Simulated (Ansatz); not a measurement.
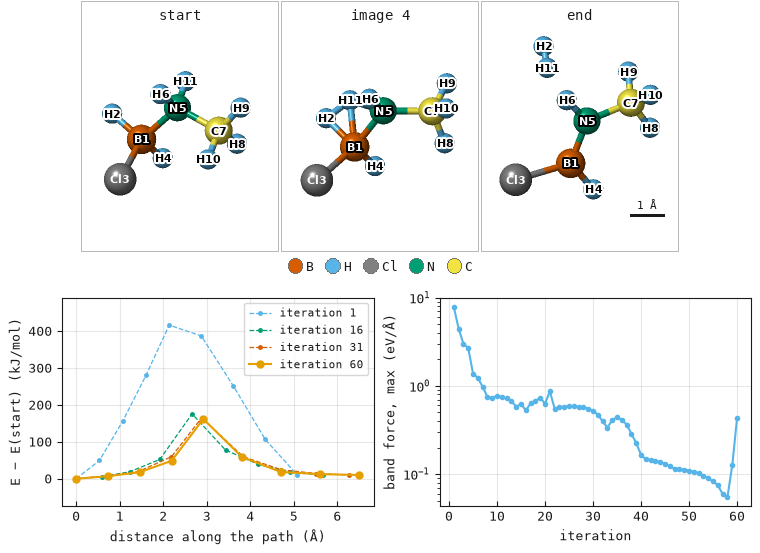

A nudged-elastic-band calculation for CH7BClN. Images are numbered from 0 (start) to 8 (end). The plot follows the band through its iterations. A ball-and-stick model, seen at a tilt.

Method: Ansatz, RKS PBE-D4/def2-SVP. Run with 7 movable images; climbing image; force threshold 0.05 eV/Å; iteration limit 60; optimiser FIRE; largest step 0.5 Å; starting path through a guess of the saddle point.

Judge this run.

Answer. The result isn't final. The band hadn't converged when the run stopped after 60 iterations. The largest component of the band force went from 7.9 to 0.44 eV/Å. The barrier read from it is provisional, though the highest image hardly moved in the last two iterations. The step length is far from the usual. The first iteration put the highest image at 416.0 kJ/mol. The highest point, image 4, lies 161.7 kJ/mol above the start and 151.7 kJ/mol above the end; the end is at +10.0 kJ/mol relative to the start.
